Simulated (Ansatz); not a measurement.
A series of calculations on SiPNH$_{6}$S

### Relaxation

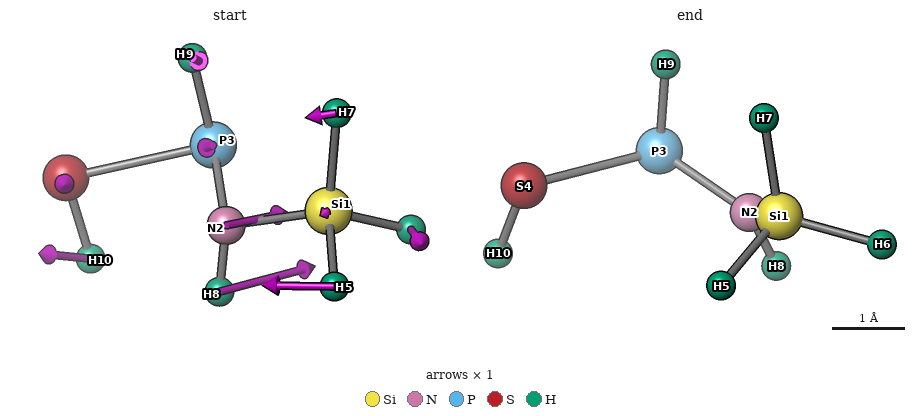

The structure of SiPNH6S before (left) and after (right) a relaxation, at one scale. The purple arrows give the displacements, at their true length.

Style: ball-and-stick. Shown from a free direction.

The run prepares an end point of a later path (torsion) calculation, from a guessed geometry.

Method: Ansatz, RKS B3LYP/def2-SVP. Set-up: no spin polarisation; force threshold 0.015 eV/Å; at most 40 steps.

Q: Describe what moved and what it gained.

A: Over 31 accepted moves (33 points after the start) the energy falls by 1.087 eV. The largest force component goes from 3.7 to 0.0084 eV/Å. The line search rejected the trial steps at points 18, 28 of the run. The forces were under the threshold at step 17, but the run went on from there. H8 moves most after the best rigid fit: 1.78 Å. Largest moves by element: H 1.78 Å, N 1.25 Å, S 1.07 Å, P 0.49 Å, Si 0.17 Å. Among the contacts that change: Si1–P3 2.721 → 3.151 Å, Si1–N2 1.637 → 1.759 Å, N2–P3 1.671 → 1.720 Å, Si1–H5 1.537 → 1.493 Å. Bond angles that change, for instance: Si1–N2–P3 110.7° → 129.8°, N2–P3–S4 97.8° → 107.9°, N2–Si1–H5 107.6° → 114.1°. Cost: 70 s on 2 threads of Arm Neoverse V2, on a shared host, peak memory 0.21 GiB.

### Relaxation

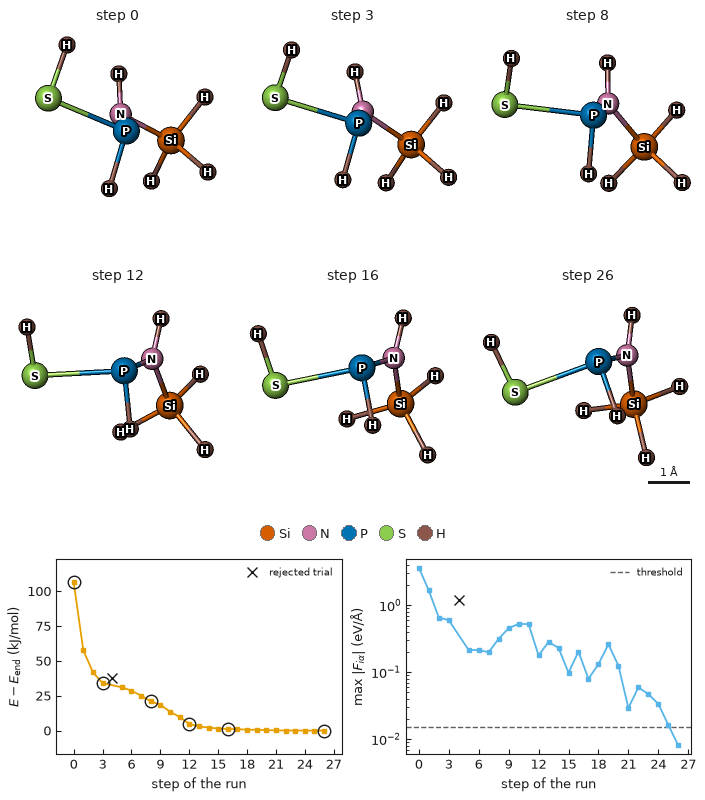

Frames of a relaxation of SiPNH₆S, marked on the history of the run. Style: ball-and-stick. Shown from a free direction.

The run prepares an end point of a later path (torsion) calculation, from a guessed geometry.

These are results of RKS B3LYP/def2-SVP (Ansatz), not measurements. (no spin polarisation; force threshold 0.015 eV/Å; at most 40 steps)

### What happens along the run?

An H atom moves most after the best rigid fit: 1.53 Å. Largest moves by element: H 1.53 Å, N 1.08 Å, S 1.01 Å, P 0.79 Å, Si 0.20 Å. Among the contacts that change: P–Si 2.721 → 3.152 Å, N–Si 1.637 → 1.760 Å, N–P 1.671 → 1.720 Å, H–Si 1.537 → 1.489 Å. Bond angles that change, for instance: Si–N–P 110.7° → 129.9°, N–P–S 97.8° → 108.0°, S–P–H 96.5° → 90.1°. The energy falls by 106.3 kJ/mol in 25 accepted moves (26 points after the start). Largest force component: 3.7 eV/Å at the start, 0.0081 eV/Å at the end. The line search rejected the trial step at point 4 of the run. The run took 57 s on 2 threads of Arm Neoverse V2, on a shared host, peak memory 0.21 GiB. From step 0 to 3: an H atom moves most (0.50 Å), energy −72.2 kJ/mol. From step 3 to 8: an H atom moves most (0.47 Å), energy −13.1 kJ/mol. From step 8 to 12: an H atom moves most (0.60 Å), energy −16.1 kJ/mol. From step 12 to 16: an H atom moves most (0.51 Å), energy −3.60 kJ/mol. From step 16 to 26: an H atom moves most (0.45 Å), energy −1.22 kJ/mol.

| step | E − E(0), kJ/mol | largest force component, eV/Å | note |
| --- | --- | --- | --- |
| 0 | 0.00 | 3.6644 |  |
| 1 | -48.68 | 1.6739 |  |
| 2 | -64.50 | 0.6576 |  |
| 3 | -72.22 | 0.6022 |  |
| 4 | -68.75 | 1.2044 | rejected |
| 5 | -75.23 | 0.2148 |  |
| 6 | -77.64 | 0.2154 |  |
| 7 | -81.21 | 0.1997 |  |
| 8 | -85.36 | 0.3164 |  |
| 9 | -87.74 | 0.4565 |  |
| 10 | -92.67 | 0.5291 |  |
| 11 | -96.53 | 0.5255 |  |
| 12 | -101.48 | 0.1784 |  |
| 13 | -103.33 | 0.2849 |  |
| 14 | -104.10 | 0.2316 |  |
| 15 | -104.81 | 0.0987 |  |
| 16 | -105.08 | 0.2035 |  |
| 17 | -105.21 | 0.0796 |  |
| 18 | -105.66 | 0.1326 |  |
| 19 | -105.71 | 0.2612 |  |
| 20 | -105.98 | 0.1261 |  |
| 21 | -106.12 | 0.0294 |  |
| 22 | -106.23 | 0.0594 |  |
| 23 | -106.24 | 0.0473 |  |
| 24 | -106.26 | 0.0337 |  |
| 25 | -106.30 | 0.0164 |  |
| 26 | -106.30 | 0.0081 |  |

### Path

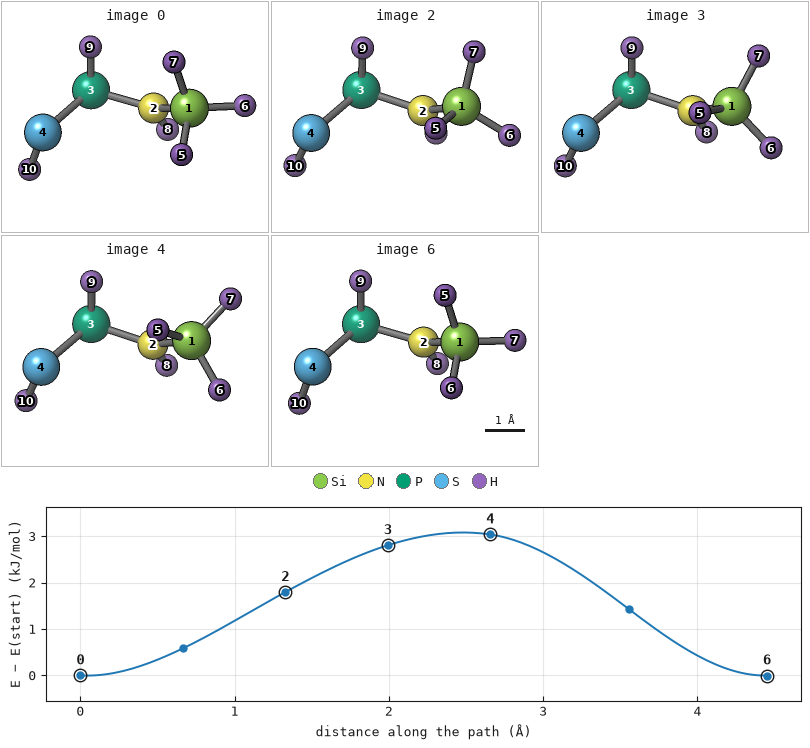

A nudged-elastic-band calculation for SiPNH6S. Images are numbered from 0 (start) to 6 (end). Style: ball-and-stick. Shown at a tilt.

Theory: Ansatz 0.2.0, RKS B3LYP/def2-SVP. Run with 5 movable images; climbing image; force threshold 0.05 eV/Å; iteration limit 60; starting path through a guess of the saddle point.

**What happens along the path, and what is the barrier?**

The motion is a rotation about the Si1–N2 bond by about 120°. No bond forms or breaks between the ends. Among the angles between lasting bonds that change up to the highest image: N2–Si1–H5 114.1° → 108.1°, N2–Si1–H7 107.3° → 112.0°. The barrier is about 3.04 kJ/mol in both directions, with image 4 at the top; the ends have the same energy. The band converged in 35 iterations. The largest component of the band force went from 180 to 0.025 eV/Å. The climbing image converged on the top of the path. Its vibrational analysis gives one imaginary mode (82i cm⁻¹), as a transition state must have.
